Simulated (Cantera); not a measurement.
A closed system holds: 1 mol Fe(CO)₅, a varied amount of H₂, at 852 °C and 84.0 mbar.

Cantera equilibrium calculation (NASA polynomials, part measured and part estimated; ideal gas, pure solids and liquids). Candidate condensed phases: C, C₆H₆, C₇H₈, C₈H₁₈, Fe, Fe(CO)₅, FeO, Fe(OH)₂, Fe(OH)₃, Fe₂O₃, Fe₃O₄, H₂O; 114 gas species. Condensed phases not in the tables: cementite and carbon dissolved in iron. Equilibrium is a limit: real reactors are often held back by kinetics, nucleation or transport.

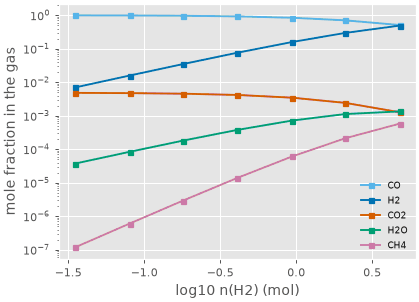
Equilibrium gas composition (values under 1e-9 drawn at 1e-9)

Read off the mole fractions at 0.035 mol H₂.

CO about 0.99, H₂ about 0.0069, CO₂ about 0.0048, H₂O about 3.7e-5, CH₄ about 1.2e-7.
